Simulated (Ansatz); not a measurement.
Take MgO in the rock salt structure (space group Fm-3m, No. 225; a = 4.2544 Å) as the base.

The change: Sr replaces 75.0 % of the Mg, ordered in a cell of 8 atoms (starting symmetry I4/mmm) and fully relaxed.

Method: Ansatz (a first-principles code), PBE, PAW, cutoff 420 eV, without spin-orbit coupling, earlier PAW set.

The zone is the changed cell's own and can be folded.

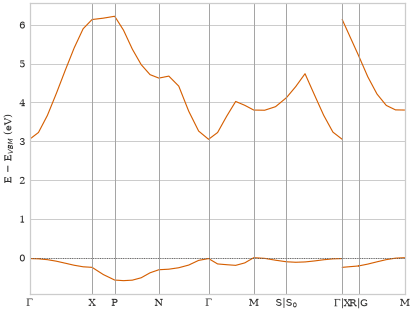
Fig. 1. Highest valence and lowest conduction band along the path of the changed cell's own zone

From the figure, how large is the changed gap, and is it direct?

About 3.0 eV, indirect, M → Γ.

Each cell is one ordered arrangement of few atoms, which overstates ordering effects compared with a random alloy. No phonon test of stability was made. k-point labels follow each cell's own Brillouin zone.
